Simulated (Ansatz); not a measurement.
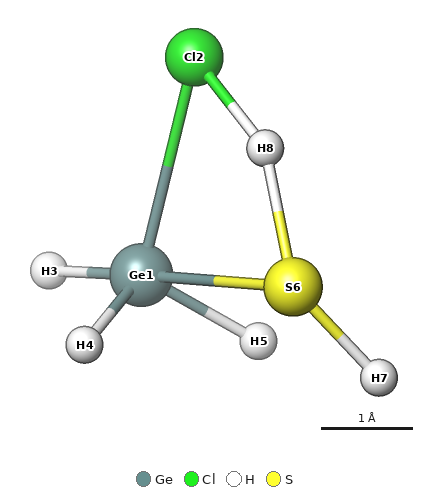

**Figure 1.** The structure as given in the input (ball-and-stick view, seen at a tilt; atoms are numbered from 1 in the order of the input). Sticks mark near contacts. Bond lengths as drawn: Cl–Ge 2.57 Å, Cl–H 1.54 Å, Ge–H 1.55 Å, Ge–S 2.55 Å and H–S 1.40 to 1.59 Å.

## Geometry relaxation, with input and output: GeH$_{5}$SCl

The run: geometry relaxation of GeH$_{5}$SCl. Method and program: RHF/def2-SVP (Ansatz 0.2.0).

The input holds or restrains some coordinates. Forces given for the steps count only the free coordinates. It belongs to a series of runs on one base structure; here: pulled along the bonds that form and break, towards end A. Figures and captions count atoms from 1; the log counts them from 0 in places.

**What the program printed**
```
The last accepted step is kept in [file] (removed where the run ends without a failure and the disk answers)
Engine: ansatz 0.2.0, aarch64-unknown-linux-gnu
Functional definition: HF
  exchange = exact_x
  correlation = 0
967 factors; integrals over basis functions are off by at most 4.0e-4 eV
mean field evaluation 1: about -79854.5278 eV, gradient 1.8e1 eV
mean field evaluation 2: about -79854.5717 eV, gradient 1.8e1 eV
mean field evaluation 4: about -79855.7676 eV, gradient 2.3e0 eV
mean field evaluation 8: about -79855.7870 eV, gradient 6.8e-4 eV
mean field -79855.78701536 eV, -2934.6460446180 hartree, gradient 2.6e-5 eV, S^2 0.000000; 0 other end points of the search recorded, 0 dependent functions left out
the calculation of the forces begins
reference -79855.78701536 eV, -2934.6460446180 hartree; 35, 35 occupied and 58, 58 virtual orbitals, 967 factors
relax step   1: F+E_penalty+E_count = -79855.78701536 eV  Δ(F+E_penalty+E_count) = +0.000e0 eV  max|allowed force component| = 3.382e0 eV/Å  E_restraint = 30.37263116 eV  max|allowed force component, restraints' pulls added| = 3.337e1 eV/Å  Δτ_max = 0.0000 Å  (36 SCF iters, accepted)
  distance Ge 0 - S 5 = 2.5500 Å
  distance H 7 - Cl 1 = 1.5416 Å
  distance Ge 0 - Cl 1 = 2.5700 Å
  distance H 7 - S 5 = 1.5864 Å
these checks for a lower state are left out or cut short: starts, cluster_reference, orbital_swaps, neighbouring_geometries, increment
967 factors; integrals over basis functions are off by at most 4.9e-4 eV
mean field evaluation 16: about -79856.7229 eV, gradient 2.6e-4 eV
mean field -79856.72295041 eV, -2934.6804395966 hartree, gradient 3.6e-5 eV, S^2 0.000000; 0 other end points of the search recorded, 0 dependent functions left out
[... from here on the field's lines of each further geometry are left out, up to the last ...]
relax step   2: F+E_penalty+E_count = -79856.72295041 eV  Δ(F+E_penalty+E_count) = -9.359e-1 eV  max|allowed force component| = 2.936e0 eV/Å  E_restraint = 14.22262890 eV  max|allowed force component, restraints' pulls added| = 2.402e1 eV/Å  Δτ_max = 0.1949 Å  (38 SCF iters, accepted)
relax step   3: F+E_penalty+E_count = -79857.80026338 eV  Δ(F+E_penalty+E_count) = -1.077e0 eV  max|allowed force component| = 4.435e0 eV/Å  E_restraint = 4.57434362 eV  max|allowed force component, restraints' pulls added| = 1.248e1 eV/Å  Δτ_max = 0.1947 Å  (32 SCF iters, accepted)
relax step   4: F+E_penalty+E_count = -79858.99939495 eV  Δ(F+E_penalty+E_count) = -1.199e0 eV  max|allowed force component| = 3.452e0 eV/Å  E_restraint = 0.58353509 eV  max|allowed force component, restraints' pulls added| = 5.807e0 eV/Å  Δτ_max = 0.1949 Å  (30 SCF iters, accepted)
relax step   5: F+E_penalty+E_count = -79859.91933380 eV  Δ(F+E_penalty+E_count) = -9.199e-1 eV  max|allowed force component| = 1.281e0 eV/Å  E_restraint = 0.00732117 eV  max|allowed force component, restraints' pulls added| = 1.204e0 eV/Å  Δτ_max = 0.1914 Å  (33 SCF iters, accepted)
relax step   6: F+E_penalty+E_count = -79860.01016564 eV  Δ(F+E_penalty+E_count) = -9.083e-2 eV  max|allowed force component| = 8.687e-1 eV/Å  E_restraint = 0.01779274 eV  max|allowed force component, restraints' pulls added| = 3.590e-1 eV/Å  Δτ_max = 0.1997 Å  (32 SCF iters, accepted)
relax step   7: F+E_penalty+E_count = -79860.03021785 eV  Δ(F+E_penalty+E_count) = -2.005e-2 eV  max|allowed force component| = 8.131e-1 eV/Å  E_restraint = 0.01830178 eV  max|allowed force component, restraints' pulls added| = 1.478e-1 eV/Å  Δτ_max = 0.1110 Å  (31 SCF iters, accepted)
relax step   8: F+E_penalty+E_count = -79860.03308960 eV  Δ(F+E_penalty+E_count) = -2.872e-3 eV  max|allowed force component| = 9.154e-1 eV/Å  E_restraint = 0.01469855 eV  max|allowed force component, restraints' pulls added| = 6.977e-1 eV/Å  Δτ_max = 0.1954 Å  (32 SCF iters, accepted)
relax step   9: F+E_penalty+E_count = -79860.05455816 eV  Δ(F+E_penalty+E_count) = -2.147e-2 eV  max|allowed force component| = 8.091e-1 eV/Å  E_restraint = 0.01936963 eV  max|allowed force component, restraints' pulls added| = 3.241e-2 eV/Å  Δτ_max = 0.1494 Å  (31 SCF iters, accepted)
relax step  10: F+E_penalty+E_count = -79860.01984001 eV  Δ(F+E_penalty+E_count) = +3.472e-2 eV  max|allowed force component| = 1.423e0 eV/Å  E_restraint = 0.02703532 eV  max|allowed force component, restraints' pulls added| = 1.212e0 eV/Å  Δτ_max = 0.1950 Å  (30 SCF iters, rejected (line search))
relax step  11: F+E_penalty+E_count = -79860.05547427 eV  Δ(F+E_penalty+E_count) = -9.161e-4 eV  max|allowed force component| = 8.429e-1 eV/Å  E_restraint = 0.01912335 eV  max|allowed force component, restraints' pulls added| = 1.553e-1 eV/Å  Δτ_max = 0.0917 Å  (32 SCF iters, accepted)
the calculation of the forces begins
reference -79860.05638141 eV, -2934.8029409263 hartree; 35, 35 occupied and 58, 58 virtual orbitals, 967 factors
relax step  12: F+E_penalty+E_count = -79860.05638141 eV  Δ(F+E_penalty+E_count) = -9.071e-4 eV  max|allowed force component| = 8.354e-1 eV/Å  E_restraint = 0.01922810 eV  max|allowed force component, restraints' pulls added| = 9.080e-2 eV/Å  Δτ_max = 0.0269 Å  (32 SCF iters, accepted)
  distance Ge 0 - S 5 = 3.4633 Å
  distance H 7 - Cl 1 = 2.5749 Å
  distance Ge 0 - Cl 1 = 2.2098 Å
  distance H 7 - S 5 = 1.3688 Å
967 factors; integrals over basis functions are off by at most 7.3e-4 eV
mean field evaluation 96: about -79860.0549 eV, gradient 5.9e-1 eV
```

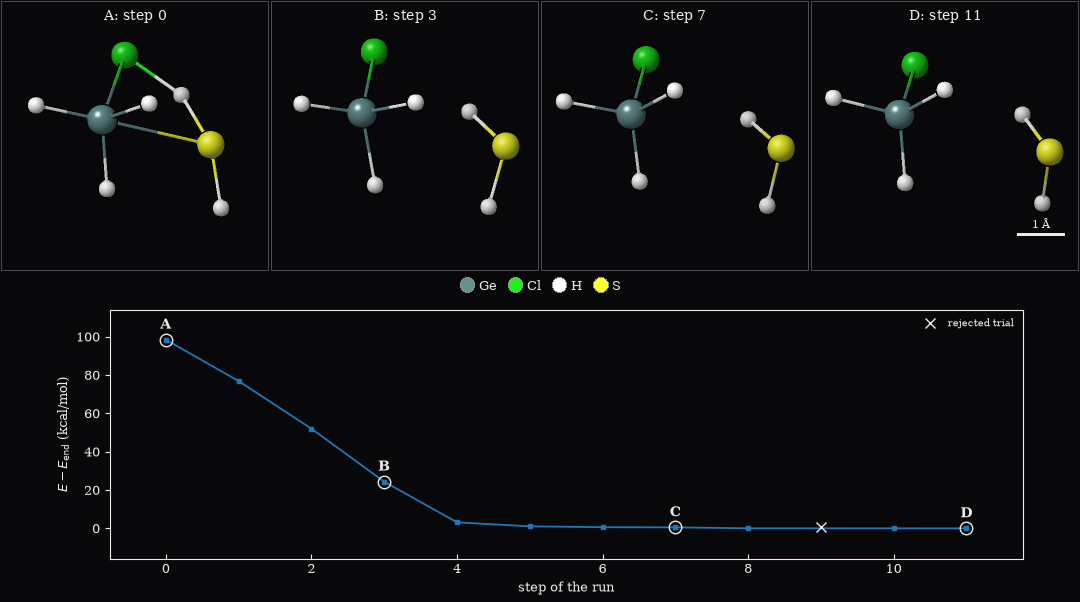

**Figure 2.** Frames of the restrained relaxation (ball-and-stick view, seen at a tilt) above the curves, on which the letters mark them (the first geometry is step 0 here and step 1 in the log).

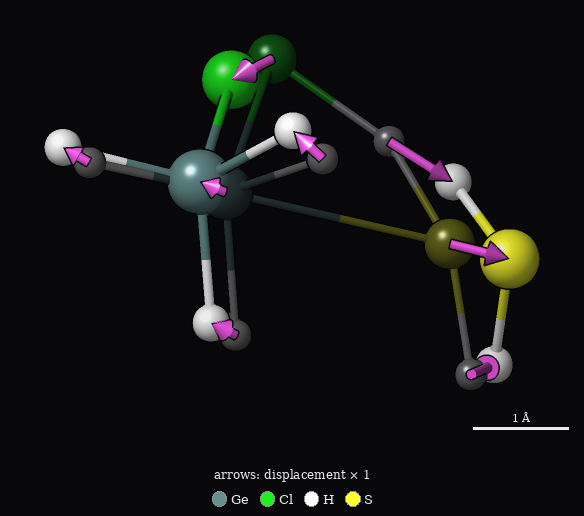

**Figure 3.** Start (faint) and end (solid) with the displacements as pink arrows, at true length (ball-and-stick view, seen at a tilt). The two geometries are laid on each other by the best rigid fit. After 11 geometry steps the energy has fallen by 98.5 kcal/mol. Largest force component: 3.4 eV/Å at the start, 0.84 eV/Å at the end. The line search rejected the trial step at point 9 (counted from 0) and went back. The largest move after the best rigid fit is that of H8, 0.81 Å. By element the largest moves are H 0.81 Å, S 0.65 Å, Cl 0.56 Å, Ge 0.31 Å. Distances before and after: Cl2–H8 1.542 → 2.575 Å, Ge1–S6 2.550 → 3.463 Å, Ge1–Cl2 2.570 → 2.210 Å, S6–H8 1.586 → 1.369 Å. Bonds break: Cl2–H8 (1.54 → 2.57 Å), Ge1–S6 (2.55 → 3.46 Å). Among the angles that change: H7–S6–H8 141.0° → 94.2°, Cl2–Ge1–H3 109.5° → 104.1°, H4–Ge1–H5 109.5° → 114.7°. (Atoms are counted from 1 in the order of the input.)

```
mean field -79860.05638141 eV, -2934.8029409263 hartree, gradient 3.6e-5 eV, S^2 0.000000; 1 other end points of the search recorded, 0 dependent functions left out
the calculation of the forces begins
reference -79860.05638141 eV, -2934.8029409263 hartree; 35, 35 occupied and 58, 58 virtual orbitals, 967 factors
Total energy: -79860.05638141 eV, -2934.8029409263 hartree
Atom 0 at     0.297040     0.056858    -0.073511 Å, force     0.399825    -0.064393     0.198293 eV/Å
Atom 1 at     0.323044    -0.158076     2.125643 Å, force     0.141930     0.032919    -0.285731 eV/Å
Atom 2 at     1.775281     0.034172    -0.467940 Å, force     0.000304     0.007349    -0.009786 eV/Å
Atom 3 at    -0.333026     1.396633    -0.416046 Å, force    -0.003376    -0.007802     0.020766 eV/Å
Atom 4 at    -0.426864    -1.150975    -0.646198 Å, force    -0.000414     0.008462    -0.008399 eV/Å
Atom 5 at    -3.056769     0.134963     0.786872 Å, force     0.160938    -0.193577     0.835378 eV/Å
Atom 6 at    -3.392928    -1.158137     0.723165 Å, force     0.018380     0.080557    -0.001314 eV/Å
Atom 7 at    -2.235877    -0.028237     1.869916 Å, force    -0.717587     0.136485    -0.749205 eV/Å
Dipole moment:    -0.010350    -0.161034    -0.357583 e Å
```

**Trajectory as extended XYZ (Å, eV, eV/Å), 12 frames, from step=1 to step=12**
```
8
Properties=species:S:1:pos:R:3:forces:R:3 step=1 energy=-79855.78701
Ge    0.0000    0.0000    0.0000   -0.9793   0.0071  -1.7235
Cl    0.0000    0.0000    2.5700    0.9396   0.2779  -0.9305
H     1.4616    0.0000   -0.5162    0.2551  -0.0476   1.1049
H    -0.7300    1.2648   -0.5162    1.4042   0.0695   0.0093
H    -0.7300   -1.2648   -0.5162    1.4154  -0.1109  -0.1234
S    -2.4199    0.0000    0.8041   -3.3819   1.0880  -0.0266
H    -3.1755   -0.8728    0.0121    1.1799   0.1405   1.6861
H    -1.4563    0.0000    2.0643   -0.8329  -1.4245   0.0035
8
Properties=species:S:1:pos:R:3:forces:R:3 step=2 energy=-79856.72295
Ge    0.1240    0.0001    0.0154   -2.9361   0.2562  -0.1484
Cl    0.1608    0.0028    2.5249    0.9023   0.1189  -2.0198
H     1.4817   -0.0004   -0.5105    1.8405  -0.0779   0.1386
H    -0.7096    1.2587   -0.5128    1.4796  -0.6787   0.6168
H    -0.7094   -1.2590   -0.5142    1.3899   0.6214   0.6543
S    -2.6000    0.0201    0.8758   -2.0272   2.6221   0.7953
H    -3.1734   -0.8809    0.0212    1.1567  -0.8215   1.6127
H    -1.6242   -0.0142    2.0022   -1.8057  -2.0405  -1.6494
8
Properties=species:S:1:pos:R:3:forces:R:3 step=3 energy=-79857.80026
Ge    0.2170    0.0026    0.0537   -4.4353   0.2489   0.3933
Cl    0.3223    0.0064    2.4542    0.4867   0.0121  -2.2248
H     1.5124   -0.0017   -0.5154    2.7310  -0.0884  -0.5108
H    -0.6922    1.2449   -0.4995    1.6017  -0.9445   0.8860
H    -0.6939   -1.2453   -0.4986    1.5090   0.9032   0.9381
S    -2.7510    0.0644    0.9222   -2.1103   2.3726   0.4417
H    -3.1574   -0.8971    0.0412    1.3401  -0.6423   1.5228
H    -1.8072   -0.0469    1.9441   -1.1229  -1.8616  -1.4463
8
Properties=species:S:1:pos:R:3:forces:R:3 step=4 energy=-79858.99940
Ge    0.2557    0.0024    0.0803   -3.4525   0.2256  -0.2529
Cl    0.4472    0.0137    2.3515    0.0941  -0.0386  -1.4928
H     1.5656   -0.0042   -0.5253    1.8780  -0.0770  -0.3904
H    -0.6521    1.2234   -0.4724    1.3326  -0.7520   0.8595
H    -0.6569   -1.2245   -0.4708    1.2650   0.7124   0.9149
S    -2.9322    0.1257    0.9595   -1.2325   0.7725   0.1798
H    -3.1209   -0.9112    0.0752    0.9907   0.1986   1.4207
H    -1.9564   -0.0980    1.9039   -0.8755  -1.0413  -1.2389
8
Properties=species:S:1:pos:R:3:forces:R:3 step=5 energy=-79859.91933
Ge    0.2039    0.0138   -0.0226   -0.0287   0.0037   0.3465
Cl    0.4469    0.0286    2.1710    0.0255  -0.0368  -0.2275
H     1.6319   -0.0163   -0.5121    0.2787  -0.0206  -0.2648
H    -0.5385    1.2930   -0.4024    0.1940  -0.1809  -0.0657
H    -0.5479   -1.2827   -0.3780    0.1870   0.2904   0.0160
S    -3.0992    0.2089    1.0021    0.6273  -1.2807   0.2824
H    -3.0518   -0.8971    0.1832   -0.0656   0.8635   0.7908
H    -2.0954   -0.2210    1.8608   -1.2181   0.3613  -0.8778
8
Properties=species:S:1:pos:R:3:forces:R:3 step=6 energy=-79860.01017
Ge    0.2368    0.0679   -0.0314    0.1339  -0.2589   0.1629
Cl    0.3770    0.0375    2.1723    0.1860   0.0539  -0.3215
H     1.6676   -0.0957   -0.5389    0.0494   0.0379   0.0213
H    -0.3760    1.3885   -0.4685    0.0621  -0.0143   0.0276
H    -0.6006   -1.1611   -0.4088    0.1822   0.1944  -0.0243
S    -3.0806    0.1536    0.9702    0.2625  -0.3956   0.6528
H    -3.1075   -1.0077    0.2983   -0.0074   0.1534   0.2193
H    -2.1668   -0.2557    1.9087   -0.8687   0.2292  -0.7380
8
Properties=species:S:1:pos:R:3:forces:R:3 step=7 energy=-79860.03022
Ge    0.2470    0.0599   -0.0468    0.3011  -0.1272   0.1628
Cl    0.3575    0.0085    2.1585    0.1589   0.0174  -0.3128
H     1.6990   -0.0612   -0.5102    0.0152   0.0326   0.0018
H    -0.3708    1.3814   -0.4724    0.0429  -0.0167   0.0162
H    -0.5420   -1.1727   -0.4877    0.0643   0.1114   0.0233
S    -3.0695    0.1728    0.9506    0.2406  -0.3311   0.7202
H    -3.1757   -1.0337    0.3820   -0.0099   0.0658   0.1206
H    -2.1956   -0.2278    1.9280   -0.8131   0.2478  -0.7321
8
Properties=species:S:1:pos:R:3:forces:R:3 step=8 energy=-79860.03309
Ge    0.2707    0.0665   -0.0604    0.4670  -0.0786   0.2137
Cl    0.3476   -0.0191    2.1477    0.1569   0.0146  -0.3210
H     1.7388   -0.0399   -0.4953   -0.0866   0.0163   0.0177
H    -0.3246    1.4030   -0.4649   -0.0030   0.0078  -0.0011
H    -0.5123   -1.1496   -0.5356    0.0286   0.0343  -0.0101
S    -3.0539    0.1722    0.8955    0.1484  -0.9154   0.6676
H    -3.3090   -1.1034    0.5066    0.0865   0.6068   0.1846
H    -2.2074   -0.2025    1.9083   -0.7979   0.3142  -0.7515
8
Properties=species:S:1:pos:R:3:forces:R:3 step=9 energy=-79860.05456
Ge    0.2865    0.0609   -0.0691    0.3918  -0.0580   0.1977
Cl    0.3263   -0.1100    2.1335    0.1575   0.0187  -0.2911
H     1.7583   -0.0066   -0.4832    0.0005   0.0056   0.0052
H    -0.3144    1.4085   -0.4280   -0.0144   0.0087   0.0074
H    -0.4738   -1.1381   -0.6125    0.0109   0.0030  -0.0077
S    -3.0594    0.1370    0.8209    0.1673  -0.1039   0.8091
H    -3.3352   -1.1570    0.6436    0.0141   0.0015   0.0324
H    -2.2383   -0.0675    1.8968   -0.7279   0.1245  -0.7530
8
Properties=species:S:1:pos:R:3:forces:R:3 step=10 energy=-79860.01984 accepted=F
Ge    0.2999    0.0449   -0.0817    0.3219  -0.0301   0.2559
Cl    0.2963   -0.2400    2.1142    0.1535   0.0178  -0.3561
H     1.7813    0.0465   -0.4659   -0.0027  -0.0043   0.0088
H    -0.3317    1.4005   -0.3657    0.0178  -0.0538  -0.0053
H    -0.4180   -1.1395   -0.7134    0.0276   0.0412   0.0242
S    -3.0699    0.1109    0.7273    0.3851  -0.6047   1.4233
H    -3.3319   -1.2188    0.8116    0.1250   0.6323  -0.0405
H    -2.2760    0.1227    1.8755   -1.0282   0.0017  -1.3103
8
Properties=species:S:1:pos:R:3:forces:R:3 step=11 energy=-79860.05547
Ge    0.2995    0.0576   -0.0723    0.3738  -0.0300   0.2013
Cl    0.3246   -0.1315    2.1292    0.1606   0.0001  -0.2904
H     1.7747    0.0168   -0.4777   -0.0023   0.0096   0.0074
H    -0.3208    1.4033   -0.4088    0.0017  -0.0049  -0.0106
H    -0.4419   -1.1415   -0.6408    0.0100  -0.0012   0.0065
S    -3.0542    0.1311    0.7883    0.1414  -0.2680   0.8429
H    -3.3956   -1.1621    0.7124    0.0308   0.1405  -0.0036
H    -2.2364   -0.0465    1.8716   -0.7159   0.1539  -0.7534
8
Properties=species:S:1:pos:R:3:forces:R:3 step=12 energy=-79860.05638
Ge    0.2970    0.0569   -0.0735    0.3998  -0.0644   0.1983
Cl    0.3230   -0.1581    2.1256    0.1419   0.0329  -0.2857
H     1.7753    0.0342   -0.4679    0.0003   0.0073  -0.0098
H    -0.3330    1.3966   -0.4160   -0.0034  -0.0078   0.0208
H    -0.4269   -1.1510   -0.6462   -0.0004   0.0085  -0.0084
S    -3.0568    0.1350    0.7869    0.1609  -0.1936   0.8354
H    -3.3929   -1.1581    0.7232    0.0184   0.0806  -0.0013
H    -2.2359   -0.0282    1.8699   -0.7176   0.1365  -0.7492
```

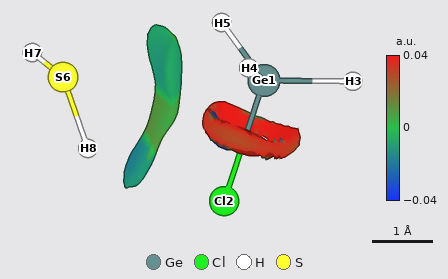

**Figure 4.** Non-covalent interaction (NCI) plot: the surface where the reduced density gradient is 0.6, for densities under 0.05 a.u., coloured by sign(λ₂)ρ; seen face on.

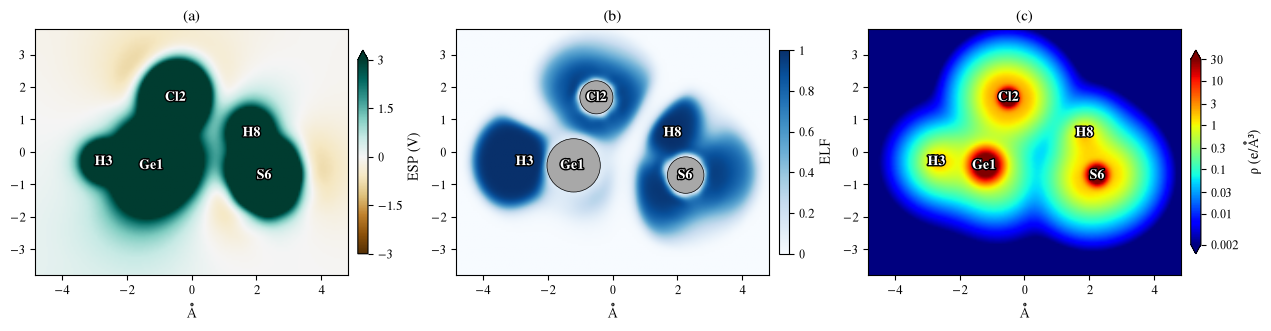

**Figure 5.** (a) electrostatic potential; (b) electron localisation function; (c) electron density on the plane of atoms Cl2, Ge1 and H3. Grey discs, where drawn, cover atomic cores.

The run was set up as follows.

**Input file**
```yaml
crystal:
  periodic: [false, false, false]
  atoms:
    - { symbol: Ge, position_ang: [0.0, 0.0, 0.0] }
    - { symbol: Cl, position_ang: [0.0, 0.0, 2.57] }
    - { symbol: H, position_ang: [1.4616, 0.0, -0.5162] }
    - { symbol: H, position_ang: [-0.73, 1.2648, -0.5162] }
    - { symbol: H, position_ang: [-0.73, -1.2648, -0.5162] }
    - { symbol: S, position_ang: [-2.4199, 0.0, 0.8041] }
    - { symbol: H, position_ang: [-3.1755, -0.8728, 0.0121] }
    - { symbol: H, position_ang: [-1.4563, 0.0, 2.0643] }
basis:
  gaussian: { orbitals: def2-SVP }
hamiltonian:
  xc: hf
relax:
  f_tol: 0.15
  max_steps: 25
  restrain:
    - { distance: [0, 5], at: 3.45, k: 30.0 }
    - { distance: [7, 1], at: 2.57, k: 30.0 }
    - { distance: [0, 1], at: 2.22, k: 30.0 }
    - { distance: [7, 5], at: 1.4, k: 30.0 }
output:
  orbitals: {}
```

Launched with:
```bash
ansatz run input.yaml --threads 1 --pin off --max-ram 2048MiB --backend cpu --events-out ev --progress --plain --runs-dir out
```

**Results in brief**

```csv
quantity,value
outcome,converged under the restraints of the input
total energy,−79860.0564 eV
mean-field energy,−79860.0564 eV
"largest force (length of the vector) at the end, held atoms and coordinates included",1.046 eV/Å
hardware,"1 thread of Arm Neoverse V1, 24 GiB of memory available, shared host"
wall time,27 s
peak memory,0.19 GiB
```
